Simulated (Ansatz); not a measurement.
C$_{2}$H$_{5}$FSn: molecular dynamics

- system: C$_{2}$H$_{5}$FSn
- method: RKS r2SCAN/def2-SVP (Ansatz 0.2.0)

The geometry comes from this level: PBE0-D4/def2-TZVP. Figures and captions count atoms from 1; the log counts them from 0 in places.

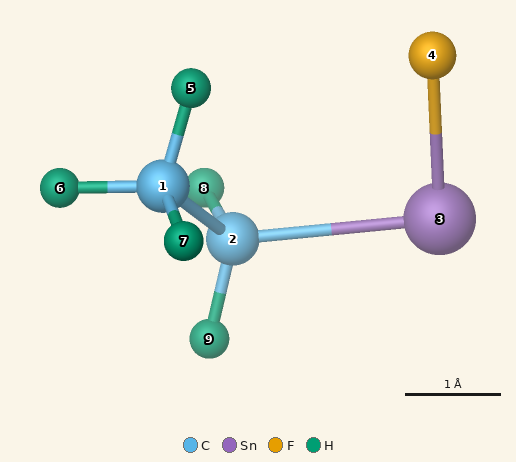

Figure 1. The starting structure (ball-and-stick view, seen at a tilt; atoms are numbered from 1 in the order of the input). Sticks mark near contacts.

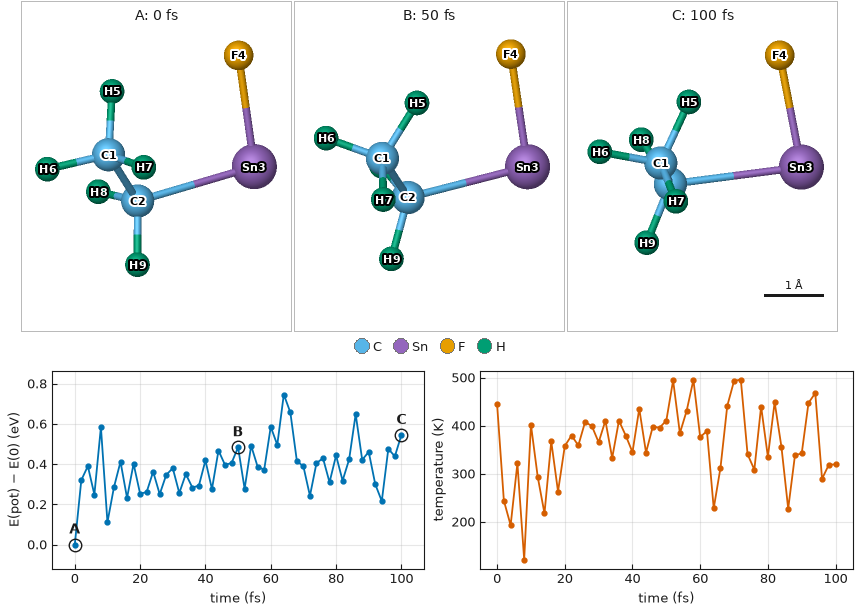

Figure 2. Frames of the molecular dynamics (ball-and-stick, seen at a tilt) above the curves, on which the letters mark them. The trajectory kept here has 51 frames over 100 fs. The temperature starts at 444 K, ranges from 121 to 496 K and averages 382 K over the second half. The potential energy ends 0.545 eV above its first value. After an unweighted best fit of the last frame on the first, the root-mean-square displacement is 0.31 Å, and F4 has moved furthest (0.59 Å).

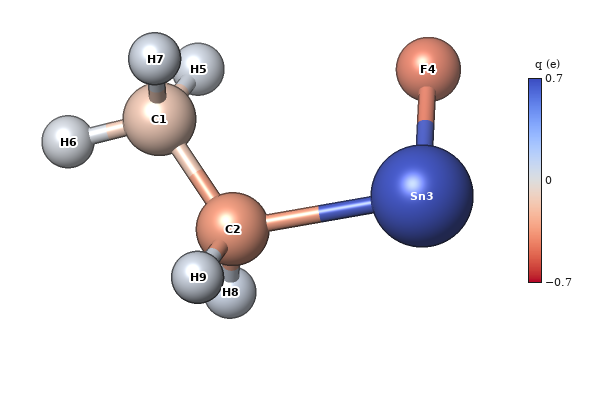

Figure 3. Mulliken charges, as the colour of each atom (ball-and-stick view, seen at an oblique angle; atoms are numbered from 1 in the order of the input). By element: C −0.35 to −0.15, Sn +0.67, F −0.44 and H +0.03 to +0.08 e.

The input that produced these results follows, with the program's output.

### Input file
```yaml
crystal:
  periodic: [false, false, false]
  atoms:
    - {symbol: C, position_ang: [-0.357277, 0.858126, -0.168997]}
    - {symbol: C, position_ang: [0.044110, -0.293321, 0.744017]}
    - {symbol: Sn, position_ang: [1.461852, -1.711638, -0.133032]}
    - {symbol: F, position_ang: [0.702442, -1.544114, -1.925870]}
    - {symbol: H, position_ang: [-0.705610, 0.492153, -1.136590]}
    - {symbol: H, position_ang: [-1.155358, 1.465741, 0.269030]}
    - {symbol: H, position_ang: [0.483929, 1.529320, -0.364229]}
    - {symbol: H, position_ang: [-0.832983, -0.905466, 1.000128]}
    - {symbol: H, position_ang: [0.447295, 0.063001, 1.698443]}
basis:
  gaussian: {orbitals: def2-SVP}
hamiltonian: {xc: {name: r2SCAN}}
md: {timestep: 2 fs, n_steps: 50, ensemble: nvt_langevin, temperature: 500, initial_velocities: maxwell_boltzmann, friction: 0.01, seed: 711}
```

Run as:
```bash
ansatz run in.yaml --threads 4 --pin off --events-out ev --progress --plain --max-ram 10444MiB
```

### Log
```
Functional definition: r2SCAN
  name "r2SCAN"
  cite "Furness, Kaplan, Ning, Perdew & Sun, J. Phys. Chem. Lett. 11, 8208 (2020) doi:10.1021/acs.jpclett.0c02405"
  cite "Furness, Kaplan, Ning, Perdew & Sun, J. Phys. Chem. Lett. 11, 9248 (2020) doi:10.1021/acs.jpclett.0c03077"
  parent r2scan
  parameter k0 = 0.174
  parameter k1 = 0.065
  parameter a1 = 4.9479
  exchange = r2scan_x(k0 = k0, k1 = k1, a1 = a1)
  correlation = r2scan_c
1045 factors; their error is unknown
mean field evaluation 1: about -10689.1899 eV, gradient 6.8e1 eV
mean field evaluation 2: about -10628.7663 eV, gradient 1.6e2 eV
mean field evaluation 4: about -10699.5899 eV, gradient 1.9e1 eV
mean field evaluation 8: about -10700.3515 eV, gradient 2.8e-1 eV
mean field evaluation 16: about -10700.3143 eV, gradient 1.4e-4 eV
mean field -10700.31429367 eV, -393.2292973589 hartree, gradient 4.2e-5 eV, S^2 0.000000; 0 other end points of the search recorded, 0 dependent functions left out
the calculation of the forces begins
reference -10700.31430385 eV, -393.2292977331 hartree; 24, 24 occupied and 69, 69 virtual orbitals, 1045 factors
md step     0: t =     0.00 fs  T =   444.4 K  F+E_penalty+E_count = -10700.31429367 eV  E_kin = 0.517040 eV  (28 SCF iters)
these checks for a lower state are left out or cut short: starts, cluster_reference, orbital_swaps, neighbouring_geometries, increment
1045 factors; their error is unknown
mean field -10699.99390744 eV, -393.2175233820 hartree, gradient 1.6e-5 eV, S^2 0.000000; 0 other end points of the search recorded, 0 dependent functions left out
the calculation of the forces begins
reference -10699.99391768 eV, -393.2175237583 hartree; 24, 24 occupied and 69, 69 virtual orbitals, 1045 factors
md step     1: t =     2.00 fs  T =   244.0 K  F+E_penalty+E_count = -10699.99390744 eV  E_kin = 0.283867 eV  (30 SCF iters)
[... from here on the SCF iterations and repeated set-up lines of each step are left out, up to the last step ...]
md step     2: t =     4.00 fs  T =   192.8 K  F+E_penalty+E_count = -10699.92446592 eV  E_kin = 0.224239 eV  (31 SCF iters)
md step     3: t =     6.00 fs  T =   321.5 K  F+E_penalty+E_count = -10700.06581804 eV  E_kin = 0.374023 eV  (30 SCF iters)
md step     4: t =     8.00 fs  T =   121.4 K  F+E_penalty+E_count = -10699.73041819 eV  E_kin = 0.141180 eV  (31 SCF iters)
md step     5: t =    10.00 fs  T =   401.8 K  F+E_penalty+E_count = -10700.20349098 eV  E_kin = 0.467411 eV  (30 SCF iters)
md step     6: t =    12.00 fs  T =   293.6 K  F+E_penalty+E_count = -10700.02884355 eV  E_kin = 0.341594 eV  (30 SCF iters)
md step     7: t =    14.00 fs  T =   217.3 K  F+E_penalty+E_count = -10699.90251177 eV  E_kin = 0.252795 eV  (31 SCF iters)
md step     8: t =    16.00 fs  T =   367.0 K  F+E_penalty+E_count = -10700.08243501 eV  E_kin = 0.426962 eV  (31 SCF iters)
md step     9: t =    18.00 fs  T =   262.9 K  F+E_penalty+E_count = -10699.91286488 eV  E_kin = 0.305891 eV  (30 SCF iters)
md step    10: t =    20.00 fs  T =   357.6 K  F+E_penalty+E_count = -10700.06153068 eV  E_kin = 0.416066 eV  (31 SCF iters)
md step    11: t =    22.00 fs  T =   379.5 K  F+E_penalty+E_count = -10700.05345182 eV  E_kin = 0.441435 eV  (30 SCF iters)
md step    12: t =    24.00 fs  T =   358.8 K  F+E_penalty+E_count = -10699.95231309 eV  E_kin = 0.417368 eV  (30 SCF iters)
md step    13: t =    26.00 fs  T =   407.7 K  F+E_penalty+E_count = -10700.06392529 eV  E_kin = 0.474256 eV  (31 SCF iters)
md step    14: t =    28.00 fs  T =   399.1 K  F+E_penalty+E_count = -10699.96812143 eV  E_kin = 0.464303 eV  (31 SCF iters)
md step    15: t =    30.00 fs  T =   365.3 K  F+E_penalty+E_count = -10699.93452938 eV  E_kin = 0.424994 eV  (31 SCF iters)
md step    16: t =    32.00 fs  T =   410.3 K  F+E_penalty+E_count = -10700.05812082 eV  E_kin = 0.477374 eV  (30 SCF iters)
md step    17: t =    34.00 fs  T =   332.7 K  F+E_penalty+E_count = -10699.96393270 eV  E_kin = 0.387081 eV  (30 SCF iters)
md step    18: t =    36.00 fs  T =   410.2 K  F+E_penalty+E_count = -10700.03074514 eV  E_kin = 0.477173 eV  (29 SCF iters)
md step    19: t =    38.00 fs  T =   379.4 K  F+E_penalty+E_count = -10700.02153517 eV  E_kin = 0.441384 eV  (31 SCF iters)
md step    20: t =    40.00 fs  T =   344.8 K  F+E_penalty+E_count = -10699.89599952 eV  E_kin = 0.401136 eV  (31 SCF iters)
md step    21: t =    42.00 fs  T =   435.1 K  F+E_penalty+E_count = -10700.03839206 eV  E_kin = 0.506147 eV  (30 SCF iters)
md step    22: t =    44.00 fs  T =   344.0 K  F+E_penalty+E_count = -10699.84684119 eV  E_kin = 0.400215 eV  (30 SCF iters)
md step    23: t =    46.00 fs  T =   397.9 K  F+E_penalty+E_count = -10699.91844906 eV  E_kin = 0.462901 eV  (31 SCF iters)
md step    24: t =    48.00 fs  T =   395.7 K  F+E_penalty+E_count = -10699.90884211 eV  E_kin = 0.460316 eV  (31 SCF iters)
md step    25: t =    50.00 fs  T =   410.5 K  F+E_penalty+E_count = -10699.83099088 eV  E_kin = 0.477596 eV  (31 SCF iters)
md step    26: t =    52.00 fs  T =   494.1 K  F+E_penalty+E_count = -10700.03717095 eV  E_kin = 0.574859 eV  (32 SCF iters)
md step    27: t =    54.00 fs  T =   384.2 K  F+E_penalty+E_count = -10699.82293716 eV  E_kin = 0.446965 eV  (31 SCF iters)
md step    28: t =    56.00 fs  T =   430.7 K  F+E_penalty+E_count = -10699.92813367 eV  E_kin = 0.501043 eV  (31 SCF iters)
md step    29: t =    58.00 fs  T =   495.1 K  F+E_penalty+E_count = -10699.94146955 eV  E_kin = 0.576022 eV  (31 SCF iters)
md step    30: t =    60.00 fs  T =   376.0 K  F+E_penalty+E_count = -10699.72894590 eV  E_kin = 0.437358 eV  (31 SCF iters)
md step    31: t =    62.00 fs  T =   388.9 K  F+E_penalty+E_count = -10699.81872161 eV  E_kin = 0.452443 eV  (32 SCF iters)
md step    32: t =    64.00 fs  T =   227.9 K  F+E_penalty+E_count = -10699.56845533 eV  E_kin = 0.265173 eV  (32 SCF iters)
md step    33: t =    66.00 fs  T =   312.5 K  F+E_penalty+E_count = -10699.65736892 eV  E_kin = 0.363567 eV  (31 SCF iters)
md step    34: t =    68.00 fs  T =   441.0 K  F+E_penalty+E_count = -10699.89904391 eV  E_kin = 0.513059 eV  (30 SCF iters)
md step    35: t =    70.00 fs  T =   492.8 K  F+E_penalty+E_count = -10699.92572018 eV  E_kin = 0.573298 eV  (31 SCF iters)
md step    36: t =    72.00 fs  T =   495.9 K  F+E_penalty+E_count = -10700.07205095 eV  E_kin = 0.576949 eV  (31 SCF iters)
md step    37: t =    74.00 fs  T =   340.5 K  F+E_penalty+E_count = -10699.90935623 eV  E_kin = 0.396066 eV  (30 SCF iters)
md step    38: t =    76.00 fs  T =   308.4 K  F+E_penalty+E_count = -10699.88497853 eV  E_kin = 0.358761 eV  (31 SCF iters)
md step    39: t =    78.00 fs  T =   439.7 K  F+E_penalty+E_count = -10700.00495672 eV  E_kin = 0.511518 eV  (30 SCF iters)
md step    40: t =    80.00 fs  T =   335.2 K  F+E_penalty+E_count = -10699.87156472 eV  E_kin = 0.389952 eV  (31 SCF iters)
md step    41: t =    82.00 fs  T =   448.7 K  F+E_penalty+E_count = -10699.99642523 eV  E_kin = 0.522024 eV  (31 SCF iters)
md step    42: t =    84.00 fs  T =   356.1 K  F+E_penalty+E_count = -10699.89119968 eV  E_kin = 0.414214 eV  (30 SCF iters)
md step    43: t =    86.00 fs  T =   227.3 K  F+E_penalty+E_count = -10699.66606737 eV  E_kin = 0.264406 eV  (31 SCF iters)
md step    44: t =    88.00 fs  T =   338.1 K  F+E_penalty+E_count = -10699.89306075 eV  E_kin = 0.393324 eV  (31 SCF iters)
md step    45: t =    90.00 fs  T =   342.4 K  F+E_penalty+E_count = -10699.85358485 eV  E_kin = 0.398282 eV  (31 SCF iters)
md step    46: t =    92.00 fs  T =   447.2 K  F+E_penalty+E_count = -10700.01451462 eV  E_kin = 0.520194 eV  (31 SCF iters)
md step    47: t =    94.00 fs  T =   467.7 K  F+E_penalty+E_count = -10700.09821036 eV  E_kin = 0.544058 eV  (31 SCF iters)
md step    48: t =    96.00 fs  T =   289.2 K  F+E_penalty+E_count = -10699.83856307 eV  E_kin = 0.336434 eV  (30 SCF iters)
md step    49: t =    98.00 fs  T =   318.6 K  F+E_penalty+E_count = -10699.87579844 eV  E_kin = 0.370646 eV  (31 SCF iters)
these checks for a lower state are left out or cut short: starts, cluster_reference, orbital_swaps, neighbouring_geometries, increment
1045 factors; their error is unknown
mean field -10699.76977373 eV, -393.2092866201 hartree, gradient 2.1e-5 eV, S^2 0.000000; 0 other end points of the search recorded, 0 dependent functions left out
the calculation of the forces begins
reference -10699.76978388 eV, -393.2092869933 hartree; 24, 24 occupied and 69, 69 virtual orbitals, 1045 factors
1045 factors; their error is unknown
mean field evaluation 416: about -10699.8032 eV, gradient 3.8e-1 eV
mean field -10699.76977373 eV, -393.2092866201 hartree, gradient 2.5e-5 eV, S^2 0.000000; 1 other end points of the search recorded, 0 dependent functions left out
the calculation of the forces begins
reference -10699.76978388 eV, -393.2092869933 hartree; 24, 24 occupied and 69, 69 virtual orbitals, 1045 factors
md step    50: t =   100.00 fs  T =   319.4 K  F+E_penalty+E_count = -10699.76977373 eV  E_kin = 0.371539 eV  (29 SCF iters)
Total energy: -10699.76978388 eV, -393.2092869933 hartree
Atom 0 at    -0.391826     1.068787    -0.309711 Å, force    -0.573949    -0.217437    -1.843383 eV/Å
Atom 1 at    -0.290489    -0.180377     0.621366 Å, force     0.403305     0.184250    -0.583938 eV/Å
Atom 2 at     1.487457    -1.421455    -0.138863 Å, force    -0.501015     0.545932     0.541891 eV/Å
Atom 3 at     0.362652    -1.729476    -1.708916 Å, force    -0.081802    -0.150411    -0.392687 eV/Å
Atom 4 at    -0.416841     0.606033    -1.354159 Å, force     0.315768     1.015816     0.696897 eV/Å
Atom 5 at    -1.351712     1.600094    -0.259271 Å, force    -0.691810    -0.382410     0.311632 eV/Å
Atom 6 at     0.245746     2.033918    -0.285715 Å, force     0.274421    -1.991672     0.364261 eV/Å
Atom 7 at    -1.157342    -0.928805     0.500296 Å, force     0.860677     1.244106    -0.004828 eV/Å
Atom 8 at    -0.226794     0.176389     1.640810 Å, force    -0.005595    -0.248173     0.910157 eV/Å
Dipole moment:     0.287429     0.058350     0.409952 e Å
```

### Trajectory as extended XYZ (Å, eV, eV/Å), 11 of the 51 frames kept, from step=0 to step=50
```
9
Properties=species:S:1:pos:R:3:forces:R:3 step=0 time_fs=0.0 energy=-10700.31429 temperature=444.4
C    -0.3573    0.8581   -0.1690    0.0250  -0.1501   0.1123
C     0.0441   -0.2933    0.7440    0.0170   0.1642  -0.1864
Sn    1.4619   -1.7116   -0.1330    0.3694  -0.2829   0.2593
F     0.7024   -1.5441   -1.9259   -0.1867   0.1027  -0.3344
H    -0.7056    0.4922   -1.1366   -0.0884  -0.1288  -0.2932
H    -1.1554    1.4657    0.2690   -0.2297   0.1921   0.1122
H     0.4839    1.5293   -0.3642    0.2358   0.1973  -0.0625
H    -0.8330   -0.9055    1.0001   -0.2490  -0.1903   0.0896
H     0.4473    0.0630    1.6984    0.1067   0.0958   0.3029
9
Properties=species:S:1:pos:R:3:forces:R:3 step=5 time_fs=10.0 energy=-10700.20349 temperature=401.8
C    -0.3840    0.8236   -0.1812    0.8420   1.0747   0.0001
C     0.0498   -0.2673    0.7541   -0.8219  -0.8436  -0.1576
Sn    1.4653   -1.7033   -0.1338    0.3983  -0.2104   0.5448
F     0.6912   -1.5507   -1.9172   -0.2558   0.1465  -0.3727
H    -0.6103    0.5421   -1.2076   -0.0080  -0.3829  -0.3010
H    -1.2193    1.3583    0.2249   -1.2181   0.3711   0.2902
H     0.3714    1.6258   -0.2042    0.3115  -0.0753  -0.3373
H    -0.8613   -0.8917    0.9646    0.4369  -0.0599   0.0380
H     0.3292    0.1484    1.7262    0.3150  -0.0203   0.2956
9
Properties=species:S:1:pos:R:3:forces:R:3 step=10 time_fs=20.0 energy=-10700.06153 temperature=357.6
C    -0.4158    0.8660   -0.1920    2.3333  -1.9065  -1.2575
C     0.0161   -0.2697    0.7388    0.1782  -0.1170  -0.0883
Sn    1.4638   -1.6832   -0.1267    0.2620  -0.1261   0.0792
F     0.6506   -1.5599   -1.9161   -0.0602   0.0749  -0.0451
H    -0.4957    0.4783   -1.2107    0.0422  -0.2291  -0.4375
H    -1.3747    1.1482    0.0247   -2.8216   1.6219   0.9276
H     0.3194    1.6812   -0.2820   -0.2247   0.1098   0.4952
H    -0.7810   -1.0184    1.0202    0.0563   0.6752  -0.2895
H     0.3646    0.1615    1.6761    0.2344  -0.1033   0.6159
9
Properties=species:S:1:pos:R:3:forces:R:3 step=15 time_fs=30.0 energy=-10699.93453 temperature=365.3
C    -0.4619    0.8835   -0.2360    4.0728  -0.8998  -0.2169
C     0.0086   -0.2440    0.7251   -1.5616  -0.0869  -0.5634
Sn    1.4637   -1.6473   -0.1259   -0.0142  -0.1327  -0.1772
F     0.5968   -1.5855   -1.8994    0.0482   0.0234   0.0179
H    -0.3880    0.5464   -1.2826    0.2147   0.1934  -0.0227
H    -1.3895    1.2583   -0.1261   -4.2984   0.6846   0.8751
H     0.0832    1.8309   -0.0642    0.7219  -0.3266  -0.3884
H    -0.9219   -0.8604    0.9563    0.9267   0.1958   0.0531
H     0.4268    0.0912    1.6753   -0.1101   0.3487   0.4224
9
Properties=species:S:1:pos:R:3:forces:R:3 step=20 time_fs=40.0 energy=-10699.89600 temperature=344.8
C    -0.4688    0.9012   -0.2524    5.1070   0.0572  -0.1565
C    -0.0247   -0.1764    0.7081   -0.0538  -2.0462  -0.2271
Sn    1.4623   -1.6073   -0.1219   -0.1051   0.0140  -0.1239
F     0.5424   -1.6352   -1.8819    0.1366   0.1069   0.2667
H    -0.2182    0.6936   -1.3055   -0.4442  -0.3439  -0.0112
H    -1.4481    1.0533   -0.1038   -4.1891   1.3277   0.2173
H     0.1900    1.7865   -0.0061   -1.0345  -0.2590  -0.1925
H    -0.8130   -0.9623    0.9630    0.2721   0.6754  -0.4453
H     0.2679    0.1753    1.6858    0.3109   0.4679   0.6725
9
Properties=species:S:1:pos:R:3:forces:R:3 step=25 time_fs=50.0 energy=-10699.83099 temperature=410.5
C    -0.4509    0.9406   -0.2221    3.1948   0.9205  -1.3402
C    -0.0212   -0.1503    0.6997   -0.7714  -1.5987  -0.3208
Sn    1.4618   -1.5672   -0.1197    0.3619  -0.0310   0.2129
F     0.5079   -1.6794   -1.8388   -0.0840   0.1692   0.0132
H    -0.2743    0.6303   -1.2823    0.2852   0.5313   0.2992
H    -1.4381    1.1808   -0.2397   -3.8340   0.4591   0.4312
H     0.0095    1.9664    0.0318    0.0308  -1.4622  -0.5586
H    -0.8105   -1.0160    0.7347    0.6977   1.3131   0.2923
H     0.1487    0.2634    1.6817    0.1190  -0.3012   0.9708
9
Properties=species:S:1:pos:R:3:forces:R:3 step=30 time_fs=60.0 energy=-10699.72895 temperature=376.0
C    -0.4484    1.0098   -0.2746    4.9303   0.1657   0.0665
C    -0.0213   -0.1698    0.6907   -2.7673  -0.9936  -1.2397
Sn    1.4609   -1.5260   -0.1221    0.6513  -0.2542   0.4808
F     0.4717   -1.7061   -1.7816   -0.3326   0.0208  -0.6400
H    -0.1181    0.7102   -1.3195   -0.5092   0.2722   0.8088
H    -1.4736    1.1007   -0.2867   -2.7610   0.7188   0.0422
H     0.1166    2.0187   -0.0704   -1.1852  -1.6217  -0.1173
H    -1.0014   -0.8510    0.6783    1.7852   0.7121  -0.0419
H     0.1090   -0.0591    1.7591    0.1885   0.9799   0.6406
9
Properties=species:S:1:pos:R:3:forces:R:3 step=35 time_fs=70.0 energy=-10699.92572 temperature=492.8
C    -0.4170    1.0290   -0.2936    2.3434  -0.9889  -0.3785
C    -0.0974   -0.1830    0.6676   -1.1044  -0.6597  -0.9658
Sn    1.4650   -1.4876   -0.1184    0.2604  -0.1861  -0.1135
F     0.4182   -1.6997   -1.7750    0.0319   0.0178  -0.0934
H    -0.0991    0.6982   -1.3418   -0.3309   0.6553   0.9541
H    -1.4690    1.0916   -0.3389   -1.6703   0.7302  -0.0830
H     0.0754    2.0310   -0.0371   -0.5994  -1.3181  -0.1442
H    -0.9888   -0.9606    0.6414    1.3376   1.4383   0.2315
H     0.1490    0.0631    1.6956   -0.2684   0.3111   0.5927
9
Properties=species:S:1:pos:R:3:forces:R:3 step=40 time_fs=80.0 energy=-10699.87156 temperature=335.2
C    -0.4035    0.9752   -0.3033    2.5865   2.5666  -1.3812
C    -0.1619   -0.1432    0.6480   -0.6971  -2.2360  -0.7119
Sn    1.4725   -1.4542   -0.1194   -0.4060   0.0624  -0.3431
F     0.3611   -1.7128   -1.7659    0.4076   0.0919   0.5214
H    -0.0696    0.8511   -1.4099   -0.5008  -0.1678   1.5659
H    -1.3993    1.3362   -0.3347   -1.7147   0.2281  -0.1202
H     0.1650    1.9441    0.0806   -0.7025  -1.7378  -0.7591
H    -0.9927   -0.9636    0.6154    0.8994   1.2769   0.0932
H    -0.1047    0.2676    1.6368    0.1276  -0.0843   1.1350
9
Properties=species:S:1:pos:R:3:forces:R:3 step=45 time_fs=90.0 energy=-10699.85359 temperature=342.4
C    -0.4188    1.0361   -0.3349    3.4507  -0.2639   0.3921
C    -0.2126   -0.1352    0.6648   -1.7275  -2.2568  -2.5769
Sn    1.4847   -1.4325   -0.1263   -0.9200   0.2757  -0.1522
F     0.3430   -1.7288   -1.7439    0.4456   0.0720   0.4337
H    -0.0940    0.7545   -1.4053   -0.7681   0.2306   1.3078
H    -1.4290    1.4136   -0.3147   -0.5183   0.6090  -0.0637
H     0.3976    1.7632    0.0457   -1.5716  -0.0847  -0.8889
H    -1.1182   -0.8704    0.4763    1.4820   0.8596   0.4675
H    -0.2499    0.1138    1.7031    0.1272   0.5583   1.0805
9
Properties=species:S:1:pos:R:3:forces:R:3 step=50 time_fs=100.0 energy=-10699.76977 temperature=319.4
C    -0.3918    1.0688   -0.3097   -0.5739  -0.2174  -1.8434
C    -0.2905   -0.1804    0.6214    0.4033   0.1842  -0.5839
Sn    1.4875   -1.4215   -0.1389   -0.5010   0.5459   0.5419
F     0.3627   -1.7295   -1.7089   -0.0818  -0.1504  -0.3927
H    -0.4168    0.6060   -1.3542    0.3158   1.0158   0.6969
H    -1.3517    1.6001   -0.2593   -0.6918  -0.3824   0.3116
H     0.2457    2.0339   -0.2857    0.2744  -1.9917   0.3643
H    -1.1573   -0.9288    0.5003    0.8607   1.2441  -0.0048
H    -0.2268    0.1764    1.6408   -0.0056  -0.2482   0.9102
```

### Summary

```tsv
quantity	value
outcome	finished
mean temperature over the second half	382 K
trajectory	50 steps, 100 fs
ensemble	nvt_langevin
temperature in the input	500 K
time step	2 fs
potential energy (last step)	−10699.7698 eV
SCF solution under orbital rotations (last step)	stable
largest force (length of the vector) (last step)	2.043 eV/Å
dipole moment (last step)	2.42 D
hardware	4 threads of Arm Neoverse V1, 23 GiB of memory available, shared host
wall time	93 s (CPU time 5.2 min)
peak memory	0.16 GiB
```

### Notes

So short a trajectory is not equilibrated. The logged temperature at the start can lie below the typed one, since it is counted over all degrees of freedom.
